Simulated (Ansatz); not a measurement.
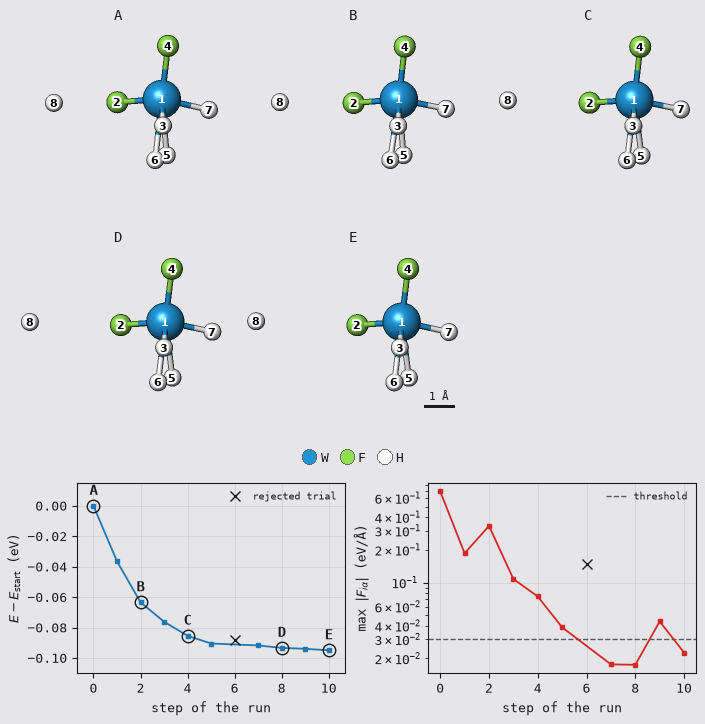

Frames of a relaxation of WH5F2 (multiplicity 2), marked on the history of the run. Style: ball-and-stick. Shown at a tilt.

The run prepares an end point of a later path (reaction) calculation, from a guessed geometry.

All numbers below come from UKS PBE/def2-mTZVP (Ansatz 0.2.0). Set-up: collinear spin; force threshold 0.03 eV/Å; at most 50 steps.

### Describe the path.

H8 moves most after the best rigid fit: 1.11 Å. By element the largest moves are H 1.11 Å, F 0.18 Å, W 0.16 Å. Near-neighbour distances that change, for instance: W1–F2 1.878 → 1.904 Å, W1–H5 2.062 → 2.045 Å, W1–H6 2.055 → 2.045 Å, W1–F4 1.890 → 1.885 Å. Bond angles that change, for instance: H3–W1–H7 99.3° → 103.0°, F4–W1–H5 168.1° → 166.1°. The energy falls by 0.095 eV in 9 accepted moves (10 points after the start). The largest force component goes from 0.69 to 0.023 eV/Å. The line search rejected the trial step at point 6 of the run. The run took 50 s on 4 threads of Arm Neoverse V1, with other jobs on the host, peak memory 0.2 GiB. From step 0 to 2: H8 moves most (0.31 Å), energy −0.063 eV. From step 2 to 4: H8 moves most (0.25 Å), energy −0.022 eV. From step 4 to 8: H8 moves most (0.27 Å), energy −0.008 eV. From step 8 to 10: H8 moves most (0.30 Å), energy −0.002 eV.
